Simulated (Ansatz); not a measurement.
We consider LaBr₃ (P6₃/m, No. 176), described by PBEsol in Ansatz (PAW).

Numerical settings: plane-wave cutoff 520 eV, 6×6×8 k mesh (along the axes of the cell as run), Fermi–Dirac smearing 0.01 eV, scalar-relativistic PAW data made under PBE.

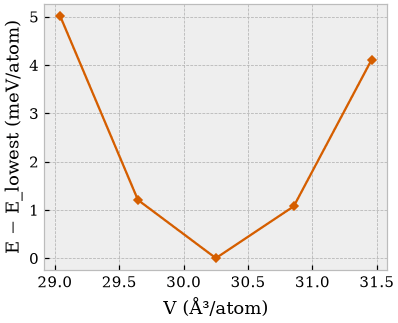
Fig. 1. Total energy against volume

Q: From the curve, estimate the equilibrium volume and the bulk modulus.

A: V0 ≈ 30.3 Å³/atom and B0 ≈ 30 GPa; the fit gives V0 = 30.253 Å³/atom, B0 = 30.0 GPa, B′ = 6.1.

Shape and atoms are relaxed at each volume.

Measured, for comparison: equilibrium volume per atom 30.98 Å³/atom (temperature not stated, no zero-point or thermal correction, from a published cell, temperature and pressure not stated; literature value). Computed less measured: equilibrium volume per atom -2.4 %.

Spin–orbit coupling is not included.

Computing time: roughly 16 core-minutes.

Ansatz is an electronic-structure program.
